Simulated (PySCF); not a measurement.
## Electronic structure of LiPb (charge +1, triplet) in real space

```yaml
atoms:
  - { symbol: Li, position_ang: [0.0000, 0.0000, -3.0017] }
  - { symbol: Pb, position_ang: [0.0000, 0.0000, 0.1013] }
```

The calculation used PBE0/x2c-SVPall, spin-free X2C-1e, Gaussian nucleus, at a bond length of 3.103 Å (PySCF).

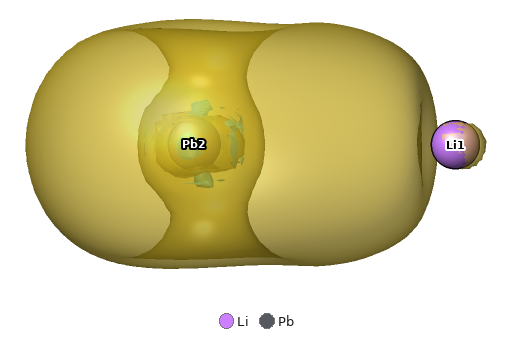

Figure 1. Isosurfaces of the spin density (α minus β) at +0.015 (yellow) and −0.015 e/Å³ (cyan), seen from one side.

Where is the unpaired spin?

Answer. The unpaired spin (2 electrons) lies mostly on Pb2 (about 1.7) and Li1 (about 0.3), in electrons by Hirshfeld's partition.

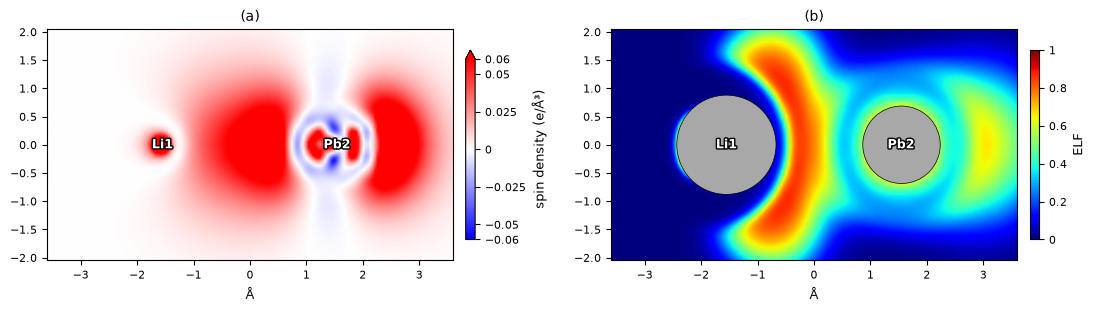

Figure 2. (a) spin density (α minus β); (b) electron localisation function on a plane that holds the molecular axis. Grey discs cover the atomic cores in the ELF map.

What does the map show?

Answer. Atoms in the plane: Li and Pb. Li–Pb (3.10 Å): the ELF peaks at about 0.85 in the valence shell of Pb, 1.8 Å from its nucleus, and is about 0.75 at the midpoint.
